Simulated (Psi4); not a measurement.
**SnHSCl (SMILES [SH][Sn][Cl]): DSD-PBEP86/def2-SVP (core potential, density fitting for correlation)**

What is the vertical ionisation energy of SnHSCl at DSD-PBEP86/def2-SVP (core potential, density fitting for correlation)? 

The calculation is run with Psi4 1.11.

1 further run of the same task is left out (it didn't finish).

## 1. The molecule

The species is SnHSCl (4 atoms), meant as a singlet with charge 0. SMILES: `[SH][Sn][Cl]`. The coordinates come from a PBE0-D4/def2-TZVP relaxation.

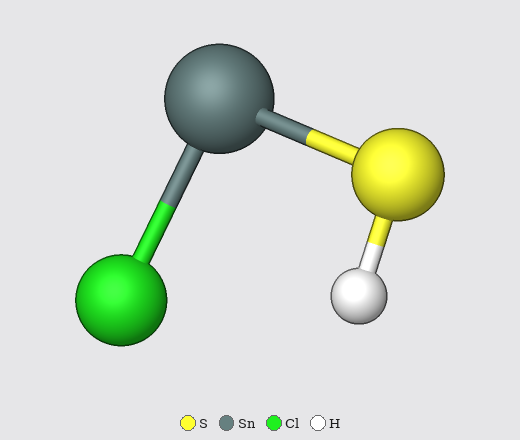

Viewed from a chosen angle; sulfur yellow, tin teal, chlorine green, hydrogen white.

## 2. A single-point energy at DSD-PBEP86/def2-SVP (core potential, density fitting for correlation)

Contents of clhssn.xyz:

```xyz
4
ClHSSn
S      0.185700     1.488500    -0.409700
Sn    -1.395700    -0.351700    -0.341800
Cl     0.088800    -1.950300     0.607800
H      1.176700     0.753300     0.123400
```

Contents of run_ase.py:

```python
import numpy as np
from ase.calculators.psi4 import Psi4
from ase.io import read

a = read('clhssn.xyz')
calc = Psi4(atoms=a, method='dsd-pbep86', basis='def2-SVP', memory='1600MB', num_threads=1, charge=0, multiplicity=1, label='calc')
calc.psi4.set_options({'puream': True, 'e_convergence': 1e-09, 'd_convergence': 1e-08, 'scf_type': 'pk', 'dft_radial_points': 99, 'dft_spherical_points': 590, 'num_frozen_docc': 14})
a.calc = calc

print(f'energy: {a.get_potential_energy():.6f} eV')
```

Run with:

```bash
$ python run_ase.py
```

calc.dat:

```text
[...]
    !!!  WARNING: ECP capability is in beta. Please check occupations closely.  !!!
[...]
  Running in c1 symmetry.
[...]
  Nuclear repulsion =  213.489034180479024
[...]
  Multiplicity = 1
[...]
  Nalpha       = 28
  Nbeta        = 28
[...]
    Number of basis functions: 67
[...]
   @RKS iter   1: -1071.72744867543770   -1.62406e+00   4.76361e-03 ADIIS/DIIS
[...]
   @RKS iter  12: -1071.79243560043119   -3.86535e-12   2.67204e-09 DIIS
[...]
    Orbital Energies [Eh]
    ---------------------
    Doubly Occupied:
       1A   -103.615205     2A    -90.839924     3A    -10.151154
       4A     -8.603598     5A     -7.722160     6A     -7.719371
       7A     -7.718872     8A     -6.384137     9A     -6.382251
      10A     -6.380199    11A     -5.639062    12A     -3.883700
      13A     -3.879591    14A     -3.875597    15A     -1.262130
      16A     -1.259153    17A     -1.256726    18A     -1.255122
      19A     -1.250668    20A     -0.965324    21A     -0.874264
      22A     -0.568947    23A     -0.496011    24A     -0.421617
      25A     -0.409644    26A     -0.393708    27A     -0.346943
      28A     -0.324104
[...]
  @RKS Final Energy: -1071.79243560043119
   => Energetics <=
    Nuclear Repulsion Energy =            213.4890341804790239
    One-Electron Energy =               -1988.2180808563155097
    Two-Electron Energy =                 723.5837787397177863
    DFT Exchange-Correlation Energy =     -20.6471676643125441
    Empirical Dispersion Energy =           0.0000000000000000
    VV10 Nonlocal Energy =                  0.0000000000000000
    Total Energy =                      -1071.7924356004311903
[...]
 Multipole Moments:
 ------------------------------------------------------------------------------------
     Multipole            Electronic (a.u.)      Nuclear  (a.u.)        Total (a.u.)
 ------------------------------------------------------------------------------------
 L = 1.  Multiply by 2.5417464519 to convert [e a0] to [Debye]
 Dipole X            :        -41.9254352           41.1784221           -0.7470131
 Dipole Y            :         -3.9985312            4.0920540            0.0935228
 Dipole Z            :        -11.8457001           11.5845444           -0.2611557
 Magnitude           :                                                    0.7968547
[...]
```

The script printed:

```text
energy: -29170.028536 eV
```

It took 9.9 s on 1 thread of AMD EPYC 7R43 (Zen 3), shared host; peak memory 0.6 GiB.

## 3. The doublet cation, same level

clhssn.xyz is that of step 2.

Contents of clhssn.py:

```python
import psi4

psi4.set_memory(1600000000)
psi4.set_num_threads(1)
psi4.set_output_file('clhssn.out', False)

with open('clhssn.xyz') as f:
    atoms = ''.join(f.readlines()[2:])
geom = psi4.geometry('1 2\n' + atoms + 'symmetry c1\nno_reorient\nno_com')

psi4.set_options({
    'basis': 'def2-SVP',
    'reference': 'uks',
    'puream': True,
    'e_convergence': 1e-09,
    'd_convergence': 1e-08,
    'scf_type': 'pk',
    'dft_radial_points': 99,
    'dft_spherical_points': 590,
    'num_frozen_docc': 14,
    'maxiter': 200,
})

e_tot = psi4.energy("dsd-pbep86", molecule=geom)
print('E =', round(e_tot, 9))
for k, v in sorted(psi4.core.scalar_variables().items()):
    print(f'{k:45s} {v:18.10f}')
```

Run with:

```bash
$ python clhssn.py
```

clhssn.out:

```text
[...]
    !!!  WARNING: ECP capability is in beta. Please check occupations closely.  !!!
[...]
  Running in c1 symmetry.
[...]
  Nuclear repulsion =  213.489034180479024
[...]
  Multiplicity = 2
[...]
  Nalpha       = 28
  Nbeta        = 27
[...]
    Number of basis functions: 67
[...]
   @UKS iter   1: -1071.36548207472038   -1.17965e+00   4.33371e-03 DIIS/ADIIS
[...]
   @UKS iter  18: -1071.45462201318719   -4.32010e-12   8.64885e-09 DIIS
[...]
   @S^2 Observed:                7.827248668E-01
[...]
    Orbital Energies [Eh]
    ---------------------
    Alpha Occupied:
       1A   -103.837668     2A    -91.095607     3A    -10.371937
       4A     -8.858052     5A     -7.945095     6A     -7.939322
       7A     -7.938888     8A     -6.645136     9A     -6.635365
      10A     -6.631841    11A     -5.899015    12A     -4.142362
      13A     -4.140137    14A     -4.136059    15A     -1.520172
      16A     -1.517458    17A     -1.517390    18A     -1.514669
      19A     -1.511827    20A     -1.180782    21A     -1.124219
      22A     -0.809703    23A     -0.721136    24A     -0.652308
      25A     -0.613757    26A     -0.610147    27A     -0.582402
      28A     -0.575159
    Alpha Virtual:
[...]
  @UKS Final Energy: -1071.45462201318719
   => Energetics <=
    Nuclear Repulsion Energy =            213.4890341804790239
    One-Electron Energy =               -1974.8535487695035044
    Two-Electron Energy =                 710.4617988654752025
    DFT Exchange-Correlation Energy =     -20.5519062896379054
    Empirical Dispersion Energy =           0.0000000000000000
    VV10 Nonlocal Energy =                  0.0000000000000000
    Total Energy =                      -1071.4546220131871905
[...]
 Multipole Moments:
 ------------------------------------------------------------------------------------
     Multipole            Electronic (a.u.)      Nuclear  (a.u.)        Total (a.u.)
 ------------------------------------------------------------------------------------
 L = 1.  Multiply by 2.5417464519 to convert [e a0] to [Debye]
 Dipole X            :         45.1096502          -47.3336710           -2.2240208
 Dipole Y            :         30.8397464          -30.8463775           -0.0066311
 Dipole Z            :          6.1210412           -6.8385409           -0.7174997
 Magnitude           :                                                    2.3369036
[...]
```

On the terminal:

```text
E = -1071.63373192
CURRENT ENERGY                                  -1071.6337319197
CURRENT REFERENCE ENERGY                        -1071.4546220132
DD SOLVATION ENERGY                                 0.0000000000
DFT FUNCTIONAL TOTAL ENERGY                     -1071.4546220132
DFT TOTAL ENERGY                                -1071.6337319197
DFT VV10 ENERGY                                     0.0000000000
DFT XC ENERGY                                     -20.5519062896
DOUBLE-HYBRID CORRECTION ENERGY                    -0.1791099065
DSD-PBEP86 DOUBLE-HYBRID CORRECTION ENERGY         -0.1791099065
DSD-PBEP86 TOTAL ENERGY                         -1071.6337319197
GRID ELECTRONS ALPHA                               27.9999995547
GRID ELECTRONS BETA                                26.9999995756
GRID ELECTRONS TOTAL                               54.9999991304
NUCLEAR REPULSION ENERGY                          213.4890341805
ONE-ELECTRON ENERGY                             -1974.8535487695
PCM POLARIZATION ENERGY                             0.0000000000
PE ENERGY                                           0.0000000000
SCF ITERATION ENERGY                            -1071.4546220132
SCF ITERATIONS                                     18.0000000000
SCF TOTAL ENERGY                                -1071.4546220132
TWO-ELECTRON ENERGY                               710.4617988655
XC GRID RADIAL POINTS                              99.0000000000
XC GRID SPHERICAL POINTS                          590.0000000000
XC GRID TOTAL POINTS                           218790.0000000000
```

It took 18 s on 1 thread of AMD EPYC 7R43 (Zen 3), shared host; peak memory 0.58 GiB.

## 4. What came out

Level: DSD-PBEP86/def2-SVP (core potential, density fitting for correlation), 14 core orbitals frozen.

```
                                                                quantity           value
                                            singlet SnHSCl: total energy  -1071.97879 Eh
                       singlet SnHSCl: HOMO energy (SCF part's orbitals)        -8.82 eV
                       singlet SnHSCl: LUMO energy (SCF part's orbitals)        -1.11 eV
                     singlet SnHSCl: HOMO–LUMO gap (SCF part's orbitals)         7.71 eV
                                            doublet cation: total energy  -1071.63373 Eh
doublet cation: HOMO energy (SCF part's orbitals) (highest over α and β)       -15.42 eV
 doublet cation: LUMO energy (SCF part's orbitals) (lowest over α and β)        -9.55 eV
                                                    doublet cation: ⟨S²⟩           0.783
                      vertical ionisation energy (to the doublet cation)        9.389 eV
```

In words: The vertical ionisation energy comes to 9.39 eV (217 kcal/mol). −ε(HOMO) before ionisation, 8.82 eV, is 0.57 eV below this ionisation energy.
